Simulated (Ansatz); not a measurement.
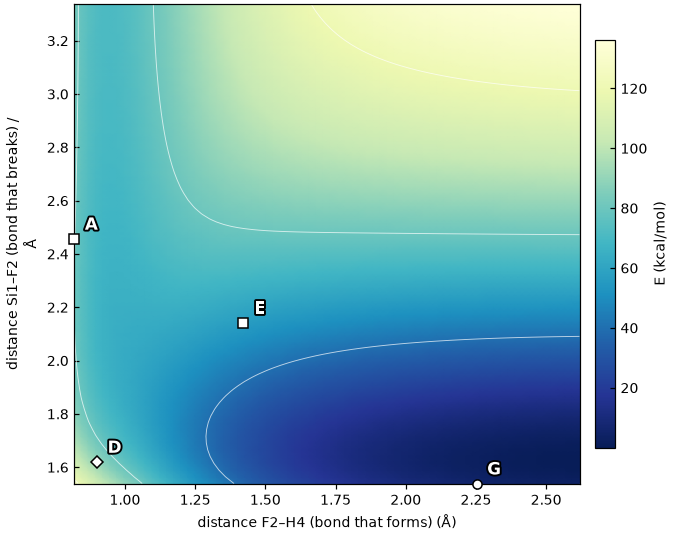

The reacting system FH3OSi (fragments FH₃OSi where the first distance is long, H₂OSi + FH where the second is long). 
- First axis: distance F2–H4 (bond that forms). Second axis: distance Si1–F2 (bond that breaks).
- Relaxed at each point: all other coordinates.
- The grid has 13 × 13 points.
- Points are written as (first, second).
- Energies: kcal/mol, counted from the lowest grid point.
- The reference is spin-restricted, so regions where a bond is pulled apart into radicals lie too high.
- Level of theory: Ansatz 0.2.0, RKS PBE0-D4/def2-SVP.

The picture shows a smooth colour map with a few white contour lines, lettered points. Between grid points the surface is interpolated.

**Is D the lowest point of the computed grid?**

No. D lies 91 kcal/mol above the lowest grid point, which is at (2.619 Å, 1.620 Å).

**What kind of point is each of D, E: minimum, saddle, maximum or slope?**

D: on a slope; E: on a slope. (In these two coordinates alone; a stationary point may lie a little off the grid point.)

**Rank the lettered points by energy, lowest first.**

G (6 kcal/mol), E (57 kcal/mol), A (81 kcal/mol), D (91 kcal/mol).
